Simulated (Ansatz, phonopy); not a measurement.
# Grüneisen parameters and expansion of CdSe (F-43m), part 3 of 3

Wanted: mode Grüneisen parameters of CdSe and a free-energy fit over volumes. The starting cell is a computed one from a database.

Ansatz 0.2.0; DFT LDA, scalar-relativistic, plane waves, PAW.

So far, highest frequency (cm⁻¹): step 5 (phonons, V/V0 1) 204.

## (9) Phonons, V/V0 0.985

Phonons at this volume give one point of F(V, T); meshes stay fixed along the series.

Contents of input.yaml:

```yaml
crystal:
  lattice:
    - [0.0, 2.9888049837, 2.9888049837]
    - [2.9888049837, 0.0, 2.9888049837]
    - [2.9888049837, 2.9888049837, 0.0]
  atoms:
    - { symbol: Cd, position: [0.0, 0.0, 0.0] }
    - { symbol: Se, position: [0.75, 0.75, 0.75] }
kpoints:
  mp_grid: { grid: [12, 12, 12] }
hamiltonian:
  xc: lda
scf:
  occupations: { method: fixed }
output:
  eigenvalues: true
phonons:
  method: dfpt
  dielectric: true
  rigid_motions: translations
  qmesh: [4, 4, 4]
  temperatures: { t_max: 1000, t_step: 50 }
  qpath:
    path:
      - [[0.0, 0.0, 0.0], [-0.5, -0.5, 0.0], [-0.375, -0.375, 0.25]]
      - [[-0.375, 0.0, 0.375], [0.0, 0.0, 0.0], [0.0, 0.0, 0.5], [-0.5, -0.25, 0.25], [-0.5, -0.5, 0.0]]
    npoints: 10
```

Launch:

```bash
ansatz run input.yaml --threads 4 --pin off --max-ram 8192MiB --backend cpu --events-out ev --progress --plain --runs-dir out
```

Numbers of over 12 decimals in the logs are rounded to 6 here.

Log:

```text
[...]
Crystal: 2 atoms, lattice volume = 53.398 Å³
Basis set: ecut = 420 eV, 1037 PW (Γ), exchange–correlation on 60×60×60 points (8 copies of the dense FFT grid, shifted against one another)
Bands: 22, of which v1, the nominal top of the filled ones, is band 18 counted from 1 (17 counted from 0)
Symmetry: 24 space group operations
[...]
optical modes at Γ + LO–TO along q̂ = [0.0000, 1.0000, 0.0000]:
      ω (cm⁻¹)  modes    IR ((D/Å)²/amu)
        179.75      2             4.7652
        208.50      1             2.3826
  optical modes at Γ + LO–TO along q̂ = [0.0000, 0.0000, 1.0000]:
      ω (cm⁻¹)  modes    IR ((D/Å)²/amu)
        179.75      2             4.7652
        208.50      1             2.3826
--- Phonons (arbitrary-q DFPT): 8 irreducible q on the 4×4×4 mesh ---
[...]
interpolated dispersion: 63 rows × 6 modes
[...]
[key lines of the parts left out:]
SCF converged after 8 iterations
Free energy (F): -13502.235632 eV
Fermi energy:    7.932815 eV
```

Wall time 7 min (4 threads of Arm Neoverse V2, shared host); peak memory 4.2 GiB; 27 min of CPU time.

LO-TO term included. The phonon branches at the labelled points (cm⁻¹):

| point | branch 1 | branch 2 | branch 3 | branch 4 | branch 5 | branch 6 |
| --- | --- | --- | --- | --- | --- | --- |
| Γ | 0 | 0 | 0 | 180 | 180 | 208 |
| X | 39 | 39 | 146 | 183 | 197 | 197 |
| U | 40 | 55 | 137 | 179 | 194 | 205 |
| jump to K | 40 | 55 | 137 | 179 | 194 | 205 |
| Γ | 0 | 0 | 0 | 180 | 180 | 208 |
| L | 32 | 32 | 127 | 188 | 188 | 196 |
| W | 49 | 59 | 135 | 174 | 198 | 205 |
| X | 39 | 39 | 146 | 183 | 197 | 197 |

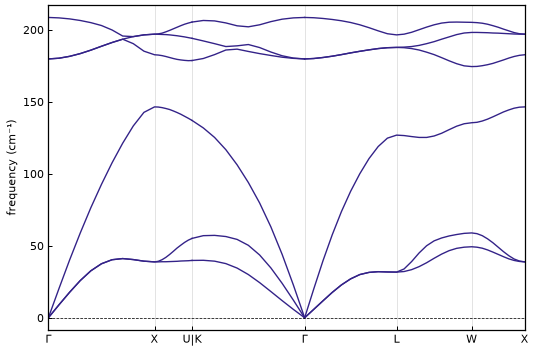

Phonon branches along the path.

No mode is imaginary beyond numerical noise at the solved wavevectors. The highest zone-centre mode (no LO–TO term) moved by +2.7 % for a volume change of -1.5 %.

## (10) Single point at a scaled cell, V/V0 1.03

Symmetry fixes every atom, so a single point at the scaled cell gives the energy and pressure of this member.

The cell differs from the one that the last finished run ended in (a 4.227 → 4.290 Å, b 4.227 → 4.290 Å, c 4.227 → 4.290 Å).

input.yaml, the sections that differ from step 9:

```yaml
crystal:
  lattice:
    - [0.0, 3.033643735, 3.033643735]
    - [3.033643735, 0.0, 3.033643735]
    - [3.033643735, 3.033643735, 0.0]
  atoms:
    - { symbol: Cd, position: [0.0, 0.0, 0.0] }
    - { symbol: Se, position: [0.75, 0.75, 0.75] }
output:
  forces: true
  stress: true
  eigenvalues: true
# kpoints, hamiltonian, scf: as in step 9
# phonons: removed
```

Log:

```text
[...]
Crystal: 2 atoms, lattice volume = 55.837 Å³
Basis set: ecut = 420 eV, 1067 PW (Γ)
Bands: 22, of which v1, the nominal top of the filled ones, is band 18 counted from 1 (17 counted from 0)
Symmetry: 24 space group operations
[...]
k-points: 72 of 1728 (time reversal used)
[...]
--- Band table (eV; the first three rows and the last of 72) ---
  k-point 0: bands = [... 14 lower, -0.3049, 7.2623, 7.2623, 7.2623, 7.6084, 13.0738, 13.0738, 13.0738]
  k-point 1: bands = [... 14 lower, -0.3055, 6.4555, 7.2020, 7.2020, 8.3203, 12.9329, 13.1722, 13.1722]
  k-point 2: bands = [... 14 lower, -0.3060, 5.4649, 7.0454, 7.0454, 8.9909, 12.8067, 13.4022, 13.4022]
  k-point 71: bands = [... 14 lower, 0.1837, 3.1560, 4.9666, 4.9735, 12.1933, 12.3238, 13.5581, 14.6844]
[key lines of the parts left out:]
SCF converged after 6 iterations
Free energy (F): -13502.229475 eV
Fermi energy:    7.262348 eV
P = ⅓ Tr σ = -1.6025 GPa (-16.025 kbar)
```

Elapsed: 1.6 s, on 4 threads; peak memory 0.41 GiB; 5.6 s of CPU time.

The run ends at a pressure of -1.60 GPa.

## (11) Phonons, V/V0 1.03

The same q-mesh and k-mesh are kept at every volume, so that much of their error can cancel in the differences.

input.yaml, the sections that differ from step 10:

```yaml
output:
  eigenvalues: true
phonons:
  method: dfpt
  dielectric: true
  rigid_motions: translations
  qmesh: [4, 4, 4]
  temperatures: { t_max: 1000, t_step: 50 }
  qpath:
    path:
      - [[0.0, 0.0, 0.0], [-0.5, -0.5, 0.0], [-0.375, -0.375, 0.25]]
      - [[-0.375, 0.0, 0.375], [0.0, 0.0, 0.0], [0.0, 0.0, 0.5], [-0.5, -0.25, 0.25], [-0.5, -0.5, 0.0]]
    npoints: 10
# crystal, kpoints, hamiltonian, scf: as in step 10
```

Log:

```text
[...]
Crystal: 2 atoms, lattice volume = 55.837 Å³
Basis set: ecut = 420 eV, 1067 PW (Γ), exchange–correlation on 60×60×60 points (8 copies of the dense FFT grid, shifted against one another)
Bands: 22, of which v1, the nominal top of the filled ones, is band 18 counted from 1 (17 counted from 0)
Symmetry: 24 space group operations
[...]
optical modes at Γ + LO–TO along q̂ = [0.0000, 1.0000, 0.0000]:
      ω (cm⁻¹)  modes    IR ((D/Å)²/amu)
        165.86      2             5.0454
        195.80      1             2.5227
  optical modes at Γ + LO–TO along q̂ = [0.0000, 0.0000, 1.0000]:
      ω (cm⁻¹)  modes    IR ((D/Å)²/amu)
        165.86      2             5.0454
        195.80      1             2.5227
--- Phonons (arbitrary-q DFPT): 8 irreducible q on the 4×4×4 mesh ---
[...]
interpolated dispersion: 63 rows × 6 modes
[...]
[key lines of the parts left out:]
SCF converged after 8 iterations
Free energy (F): -13502.229476 eV
Fermi energy:    7.262322 eV
```

It took 7.1 min on 4 threads; peak memory 4.3 GiB; 28 min of CPU time.

No mode is imaginary beyond numerical noise at the solved wavevectors. The highest zone-centre mode (no LO–TO term) moved by -5.2 % for a volume change of +3.0 %.

## (12) A cell at another volume, V/V0 0.97

Symmetry fixes every atom, so a single point at the scaled cell gives the energy and pressure of this member.

The cell differs from the one that the last finished run ended in (a 4.290 → 4.205 Å, b 4.290 → 4.205 Å, c 4.290 → 4.205 Å).

input.yaml, the sections that differ from step 11:

```yaml
crystal:
  lattice:
    - [0.0, 2.9735557133, 2.9735557133]
    - [2.9735557133, 0.0, 2.9735557133]
    - [2.9735557133, 2.9735557133, 0.0]
  atoms:
    - { symbol: Cd, position: [0.0, 0.0, 0.0] }
    - { symbol: Se, position: [0.75, 0.75, 0.75] }
output:
  forces: true
  stress: true
  eigenvalues: true
# kpoints, hamiltonian, scf: as in step 11
# phonons: removed
```

Log:

```text
[...]
Crystal: 2 atoms, lattice volume = 52.585 Å³
Basis set: ecut = 420 eV, 965 PW (Γ)
Bands: 22, of which v1, the nominal top of the filled ones, is band 18 counted from 1 (17 counted from 0)
Symmetry: 24 space group operations
[...]
k-points: 72 of 1728 (time reversal used)
[...]
--- Band table (eV; the first three rows and the last of 72) ---
  k-point 0: bands = [... 14 lower, 0.4384, 8.1717, 8.1717, 8.1717, 8.6368, 13.9776, 13.9776, 13.9776]
  k-point 1: bands = [... 14 lower, 0.4375, 7.3563, 8.1036, 8.1036, 9.3380, 13.8473, 14.0846, 14.0846]
  k-point 2: bands = [... 14 lower, 0.4368, 6.2989, 7.9276, 7.9276, 10.0160, 13.7536, 14.3327, 14.3327]
  k-point 71: bands = [... 14 lower, 1.0154, 3.7678, 5.6068, 5.6436, 13.2291, 13.3593, 14.5804, 15.5928]
[key lines of the parts left out:]
SCF converged after 6 iterations
Free energy (F): -13502.228587 eV
Fermi energy:    8.171693 eV
P = ⅓ Tr σ = 1.8892 GPa (18.892 kbar)
```

It took 1.6 s on 4 threads; peak memory 0.4 GiB.

The run ends at a pressure of 1.89 GPa.

## (13) Lattice dynamics at this volume, V/V0 0.97

Phonons at this volume give one point of F(V, T); meshes stay fixed along the series.

input.yaml, the sections that differ from step 12:

```yaml
output:
  eigenvalues: true
phonons:
  method: dfpt
  dielectric: true
  rigid_motions: translations
  qmesh: [4, 4, 4]
  temperatures: { t_max: 1000, t_step: 50 }
  qpath:
    path:
      - [[0.0, 0.0, 0.0], [-0.5, -0.5, 0.0], [-0.375, -0.375, 0.25]]
      - [[-0.375, 0.0, 0.375], [0.0, 0.0, 0.0], [0.0, 0.0, 0.5], [-0.5, -0.25, 0.25], [-0.5, -0.5, 0.0]]
    npoints: 10
# crystal, kpoints, hamiltonian, scf: as in step 12
```

Log:

```text
[...]
Crystal: 2 atoms, lattice volume = 52.585 Å³
Basis set: ecut = 420 eV, 965 PW (Γ), exchange–correlation on 60×60×60 points (8 copies of the dense FFT grid, shifted against one another)
Bands: 22, of which v1, the nominal top of the filled ones, is band 18 counted from 1 (17 counted from 0)
Symmetry: 24 space group operations
[...]
optical modes at Γ + LO–TO along q̂ = [0.0000, 1.0000, 0.0000]:
      ω (cm⁻¹)  modes    IR ((D/Å)²/amu)
        184.65      2             4.6706
        212.93      1             2.3353
  optical modes at Γ + LO–TO along q̂ = [0.0000, 0.0000, 1.0000]:
      ω (cm⁻¹)  modes    IR ((D/Å)²/amu)
        184.65      2             4.6706
        212.93      1             2.3353
--- Phonons (arbitrary-q DFPT): 8 irreducible q on the 4×4×4 mesh ---
[...]
interpolated dispersion: 63 rows × 6 modes
[...]
[key lines of the parts left out:]
SCF converged after 8 iterations
Free energy (F): -13502.228588 eV
Fermi energy:    8.171620 eV
```

Run time: 6.8 min. Hardware: 4 threads; peak memory 4.1 GiB.

LO-TO term included. Phonon branches along the path, in cm⁻¹:

| point | branch 1 | branch 2 | branch 3 | branch 4 | branch 5 | branch 6 |
| --- | --- | --- | --- | --- | --- | --- |
| Γ | 0 | 0 | 0 | 185 | 185 | 213 |
| X | 36 | 36 | 149 | 187 | 203 | 203 |
| U | 37 | 54 | 140 | 183 | 200 | 211 |
| jump to K | 37 | 54 | 140 | 183 | 200 | 211 |
| Γ | 0 | 0 | 0 | 185 | 185 | 213 |
| L | 29 | 29 | 128 | 193 | 193 | 202 |
| W | 48 | 57 | 138 | 178 | 204 | 211 |
| X | 36 | 36 | 149 | 187 | 203 | 203 |

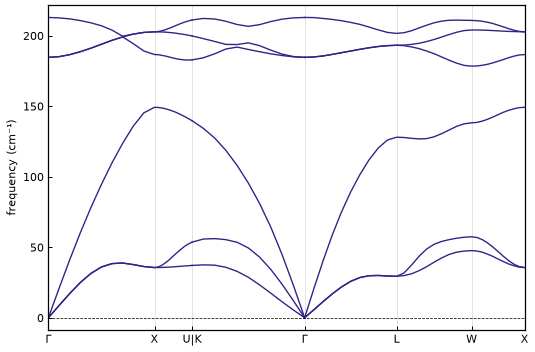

Phonon branches along the path.

No mode is imaginary beyond numerical noise at the solved wavevectors. The highest zone-centre mode (no LO–TO term) moved by +5.5 % for a volume change of -3.0 %.

## (14) Single point at a scaled cell, V/V0 1.05

Symmetry fixes every atom, so a single point at the scaled cell gives the energy and pressure of this member.

The cell differs from the one that the last finished run ended in (a 4.205 → 4.318 Å, b 4.205 → 4.318 Å, c 4.205 → 4.318 Å).

input.yaml, the sections that differ from step 13:

```yaml
crystal:
  lattice:
    - [0.0, 3.0531532342, 3.0531532342]
    - [3.0531532342, 0.0, 3.0531532342]
    - [3.0531532342, 3.0531532342, 0.0]
  atoms:
    - { symbol: Cd, position: [0.0, 0.0, 0.0] }
    - { symbol: Se, position: [0.75, 0.75, 0.75] }
output:
  forces: true
  stress: true
  eigenvalues: true
# kpoints, hamiltonian, scf: as in step 13
# phonons: removed
```

Log:

```text
[...]
Crystal: 2 atoms, lattice volume = 56.921 Å³
Basis set: ecut = 420 eV, 1139 PW (Γ)
Bands: 22, of which v1, the nominal top of the filled ones, is band 18 counted from 1 (17 counted from 0)
Symmetry: 24 space group operations
[...]
k-points: 72 of 1728 (time reversal used)
[...]
--- Band table (eV; the first three rows and the last of 72) ---
  k-point 0: bands = [... 14 lower, -0.5367, 6.9846, 6.9846, 6.9846, 7.2924, 12.7946, 12.7946, 12.7946]
  k-point 1: bands = [... 14 lower, -0.5372, 6.1798, 6.9266, 6.9266, 8.0079, 12.6508, 12.8905, 12.8905]
  k-point 2: bands = [... 14 lower, -0.5377, 5.2102, 6.7758, 6.7758, 8.6751, 12.5151, 13.1149, 13.1149]
  k-point 71: bands = [... 14 lower, -0.0740, 2.9687, 4.7598, 4.7785, 11.8322, 12.0454, 13.2419, 14.4047]
[key lines of the parts left out:]
SCF converged after 6 iterations
Free energy (F): -13502.215456 eV
Fermi energy:    6.984646 eV
P = ⅓ Tr σ = -2.5253 GPa (-25.253 kbar)
```

Elapsed: 1.6 s, on 4 threads; peak memory 0.41 GiB.

The run ends at a pressure of -2.53 GPa.

## (15) Phonons, V/V0 1.05

The same q-mesh and k-mesh are kept at every volume, so that much of their error can cancel in the differences.

input.yaml, the sections that differ from step 14:

```yaml
output:
  eigenvalues: true
phonons:
  method: dfpt
  dielectric: true
  rigid_motions: translations
  qmesh: [4, 4, 4]
  temperatures: { t_max: 1000, t_step: 50 }
  qpath:
    path:
      - [[0.0, 0.0, 0.0], [-0.5, -0.5, 0.0], [-0.375, -0.375, 0.25]]
      - [[-0.375, 0.0, 0.375], [0.0, 0.0, 0.0], [0.0, 0.0, 0.5], [-0.5, -0.25, 0.25], [-0.5, -0.5, 0.0]]
    npoints: 10
# crystal, kpoints, hamiltonian, scf: as in step 14
```

Log:

```text
[...]
Crystal: 2 atoms, lattice volume = 56.921 Å³
Basis set: ecut = 420 eV, 1139 PW (Γ), exchange–correlation on 60×60×60 points (8 copies of the dense FFT grid, shifted against one another)
Bands: 22, of which v1, the nominal top of the filled ones, is band 18 counted from 1 (17 counted from 0)
Symmetry: 24 space group operations
[...]
optical modes at Γ + LO–TO along q̂ = [0.0000, 1.0000, 0.0000]:
      ω (cm⁻¹)  modes    IR ((D/Å)²/amu)
        160.04      2             5.1685
        190.39      1             2.5842
  optical modes at Γ + LO–TO along q̂ = [0.0000, 0.0000, 1.0000]:
      ω (cm⁻¹)  modes    IR ((D/Å)²/amu)
        160.04      2             5.1685
        190.39      1             2.5842
--- Phonons (arbitrary-q DFPT): 8 irreducible q on the 4×4×4 mesh ---
[...]
interpolated dispersion: 63 rows × 6 modes
[...]
[key lines of the parts left out:]
SCF converged after 8 iterations
Free energy (F): -13502.215457 eV
Fermi energy:    6.984618 eV
```

Elapsed: 6.8 min, on 4 threads; peak memory 4.3 GiB; 26 min of CPU time.

No mode is imaginary beyond numerical noise at the solved wavevectors. The highest zone-centre mode (no LO–TO term) moved by -8.5 % for a volume change of +5.0 %.

## (16) Mode Grüneisen parameters

This step: DFT LDA, scalar-relativistic, plane waves, PAW (phonopy 4.10.0).

This step gave:

```
share of modes with a negative Grüneisen parameter : 0.333
```

Mean Grüneisen, by row:

| T (K) | heat-capacity-weighted mean | root mean square |
| --- | --- | --- |
| 50 | -0.861 | 1.919 |
| 100 | 0.022 | 1.827 |
| 200 | 0.315 | 1.804 |
| 300 | 0.371 | 1.8 |
| 500 | 0.4 | 1.798 |
| 800 | 0.41 | 1.797 |

Mean mode Grueneisen parameter against wavenumber:

| wavenumber (cm⁻¹) | mean mode Grueneisen parameter |
| --- | --- |
| 3.4 | - |
| 17.0 | -1.98 |
| 30.6 | -1.98 |
| 51.0 | -1.43 |
| 64.6 | 1.11 |
| 78.2 | 1.18 |
| 91.8 | 1.08 |
| 112.2 | 1.06 |
| 125.8 | 1.13 |
| 139.4 | 1.26 |
| 153.0 | - |
| 173.4 | 1.55 |
| 187.0 | 1.9 |
| 200.6 | 1.67 |

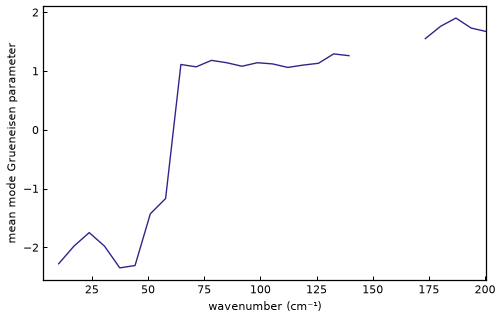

Mean mode Grueneisen parameter against wavenumber.

Volume series, by row:

| V/V0 | V (Å³/atom) | pressure (GPa) | E - E0 (meV/atom) | gap (eV) | zero-point energy (meV/atom) | lowest on the path (cm⁻¹) | highest at Gamma without the LO-TO term (cm⁻¹) |
| --- | --- | --- | --- | --- | --- | --- | --- |
| 0.97 | 26.29 | 1.889 | 4.643 | 0.465 | 24.58 | 0 | 184.7 |
| 0.985 | 26.7 | 0.901 | 1.121 | 0.435 | 24.13 | 0 | 179.8 |
| 1 | 27.11 | -0.006 | 0 | 0.405 | 23.69 | 0 | 175 |
| 1.015 | 27.51 | -0.838 | 1.085 | 0.375 | 23.25 | 0 | 170.4 |
| 1.03 | 27.92 | -1.603 | 4.199 | 0.346 | 22.81 | 0 | 165.9 |
| 1.05 | 28.46 | -2.525 | 11.21 | 0.308 | 22.24 | 0 | 160 |

Optical frequency at Gamma without the LO-TO term, mode 4 against V/V0:

| V/V0 | optical frequency at Gamma without the LO-TO term, mode 4 (cm⁻¹) |
| --- | --- |
| 0.9700 | 185 |
| 0.9850 | 180 |
| 1.0000 | 175 |
| 1.0150 | 170 |
| 1.0300 | 166 |
| 1.0500 | 160 |

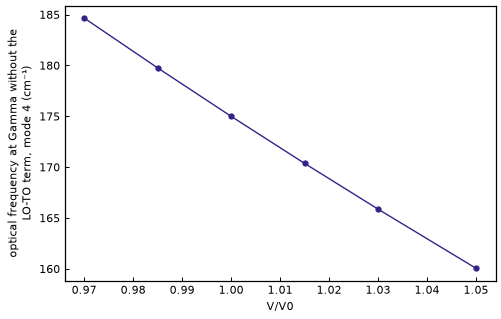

Optical frequency at Gamma without the LO-TO term, mode 4 against V/V0.

Grüneisen at points, by row:

| point | branch | frequency (cm⁻¹) | mode Grüneisen parameter |
| --- | --- | --- | --- |
| Γ | 4 | 175 | 1.79 |
| Γ | 6 | 204.2 | 1.4 |
| X | 1 | 41.5 | -3.94 |
| X | 3 | 143.7 | 1.23 |
| X | 4 | 178.6 | 1.44 |
| X | 5 | 191.2 | 1.96 |
| U | 1 | 42 | -3.29 |
| U | 2 | 56.3 | -1.33 |
| U | 3 | 134.4 | 1.26 |
| U | 4 | 174.6 | 1.51 |
| U | 5 | 188.4 | 1.95 |
| U | 6 | 199.7 | 1.84 |
| K | 1 | 42 | -3.29 |
| K | 2 | 56.3 | -1.33 |
| K | 3 | 134.4 | 1.26 |
| K | 4 | 174.6 | 1.51 |
| K | 5 | 188.4 | 1.95 |
| K | 6 | 199.7 | 1.84 |
| L | 1 | 33.6 | -3.55 |
| L | 3 | 125.5 | 0.67 |
| L | 4 | 182.4 | 1.91 |
| L | 6 | 191.5 | 1.69 |
| W | 1 | 50.7 | -1.73 |
| W | 2 | 60.2 | -1.34 |
| W | 3 | 132.7 | 1.36 |
| W | 4 | 170.5 | 1.49 |
| W | 5 | 192.4 | 1.95 |
| W | 6 | 199.5 | 1.83 |

## (17) Free-energy fit

Numbers from this step:

| Item | Value |
| --- | --- |
| volume expansion coefficient at 300 K | 11.16 1e-6/K |
| isothermal bulk modulus at 300 K | 53.33 GPa |
| C_P at 300 K | 24.06 J/mol-atom/K |
| Grüneisen parameter at 300 K | 0.406 |

The energy (each curve on its own zero) by volume; values in meV/atom:

| volume (Å³/atom) | static | F at 0 K | F at 300 K | F at 900 K |
| --- | --- | --- | --- | --- |
| 26.292 | 4.64 | 5.77 | 5.96 | 8.1 |
| 26.699 | 1.12 | 1.8 | 2.13 | 3.87 |
| 27.105 | 0 | 0.24 | 0.53 | 1.5 |
| 27.512 | 1.09 | 0.88 | 0.99 | 0.91 |
| 27.919 | 4.2 | 3.56 | 3.37 | 1.99 |
| 28.461 | 11.2 | 10 | 9.27 | 5.89 |

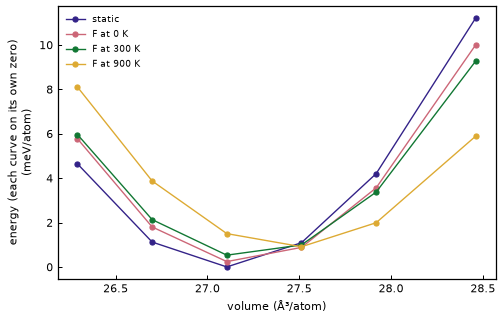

Energy (each curve on its own zero) against volume.

Phonopy-qha, vinet fit of F(V) at each temperature; no electronic free energy. Qha vinet, by row:

| T (K) | fitted volume (Å³/atom) | alpha_V (1e-6/K) | B_T (GPa) | C_P (J/mol-atom/K) | Grueneisen |
| --- | --- | --- | --- | --- | --- |
| 100 | 27.17 | 0.77 | 56.3 | 18.42 | 0.03842 |
| 150 | 27.18 | 6.14 | 55.57 | 21.6 | 0.2591 |
| 200 | 27.19 | 8.72 | 54.82 | 22.97 | 0.3415 |
| 250 | 27.2 | 10.19 | 54.08 | 23.67 | 0.3821 |
| 300 | 27.21 | 11.16 | 53.33 | 24.06 | 0.4063 |
| 350 | 27.23 | 11.9 | 52.59 | 24.31 | 0.423 |
| 400 | 27.25 | 12.5 | 51.86 | 24.48 | 0.4358 |
| 450 | 27.26 | 13.04 | 51.13 | 24.59 | 0.4463 |
| 500 | 27.28 | 13.53 | 50.41 | 24.68 | 0.4555 |
| 550 | 27.3 | 14 | 49.7 | 24.75 | 0.4638 |
| 600 | 27.32 | 14.46 | 48.99 | 24.81 | 0.4717 |
| 650 | 27.34 | 14.91 | 48.29 | 24.86 | 0.4792 |
| 700 | 27.36 | 15.36 | 47.61 | 24.9 | 0.4865 |
| 750 | 27.38 | 15.82 | 46.93 | 24.94 | 0.4937 |
| 800 | 27.4 | 16.28 | 46.26 | 24.97 | 0.5008 |
| 850 | 27.43 | 16.74 | 45.6 | 25.01 | 0.5079 |

Volume expansion coefficient, phonopy-qha, Vinet against temperature:

| temperature (K) | volume expansion coefficient, phonopy-qha, Vinet (1e-6/K) |
| --- | --- |
| 75 | -3.84 |
| 125 | 3.98 |
| 200 | 8.72 |
| 250 | 10.2 |
| 325 | 11.6 |
| 375 | 12.2 |
| 450 | 13.0 |
| 500 | 13.5 |
| 575 | 14.2 |
| 625 | 14.7 |
| 700 | 15.4 |
| 750 | 15.8 |
| 825 | 16.5 |
| 875 | 17.0 |

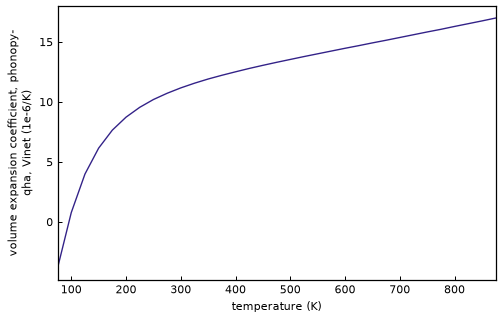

Volume expansion coefficient, phonopy-qha, Vinet, plotted against temperature.

The fit gives a volume expansion of 11.2 × 10⁻⁶/K at 300 K.

## (18) Results

- volume expansion coefficient at 300 K: 11.16 1e-6/K
- isothermal bulk modulus at 300 K: 53.33 GPa
- C_P at 300 K: 24.06 J/mol-atom/K
- Grüneisen parameter at 300 K: 0.406
- mean mode Grüneisen parameter at 300 K: 0.371

What this shows: Near room temperature CdSe expands by 11.2 × 10⁻⁶/K in volume by LDA, with C_P = 24.1 J/(mol K) per mole of atoms and B_T = 53.3 GPa. C_P at room temperature is 96 % of the classical 3R an atom. The heat-capacity-weighted Grüneisen parameter goes from -0.861 at 50 K to 0.41 at 800 K; 33 % of the modes stiffen on expansion. Weighting γ by the density of states and each mode's heat capacity at 300 K, the lowest third of the frequency range (cuts at 70 and 140 cm⁻¹) pulls the cell inward, while the rest pushes it outward. Among the labelled points γ is largest for branch 5 at X (191 cm⁻¹, 2.0) and most negative for branch 1 at X (41.5 cm⁻¹, -3.9). The log warns that the k-mesh is coarse for the response calculation and asks for a check on a denser one. The interpolation has no quadrupole term, so branches near the zone centre are less sure, since this crystal has sites that are not centres of inversion. The PAW files were made for PBE and are used here under another functional, for which the program regenerates the frozen cores.

[Logs are printed without paths, hosts, clocks, repeated set-up lines and the standing remarks that a program may print on its own settings, such as how far it seeks lower states.]

[Hosts, paths, dates, database ids (printed as entryN), source tags and the programs' standing remarks are cut or masked in the printed files.]

[A step with changed settings may run another functional than the one named; its input shows which.]

[Of the runs on displaced cells, only some may be shown.]
